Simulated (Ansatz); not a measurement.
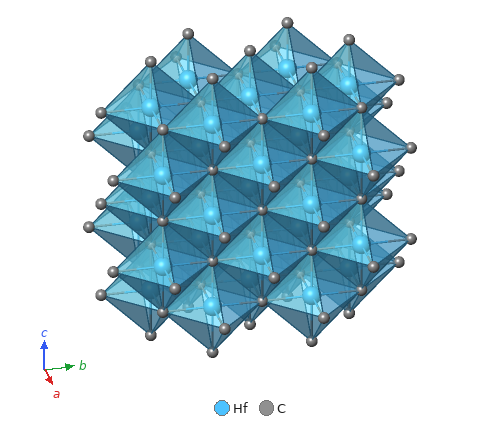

Polyhedra are drawn about Hf (bonds: C–Hf below 2.6 Å); other atoms are plain spheres.

HfC (space group Fm-3m, No. 225): a calculation's input that goes back to an entry of the Crystallography Open Database (an earlier step may have relaxed or displaced it).

Sharing among the drawn polyhedra:

| site | polyhedron | corner-sharing neighbours | edge-sharing | face-sharing | bond (Å) |
| --- | --- | --- | --- | --- | --- |
| Hf | HfC6 octahedron | 6 | 12 | 0 | 2.33 |

They form a three-dimensional framework of corner- and edge-sharing octahedra.
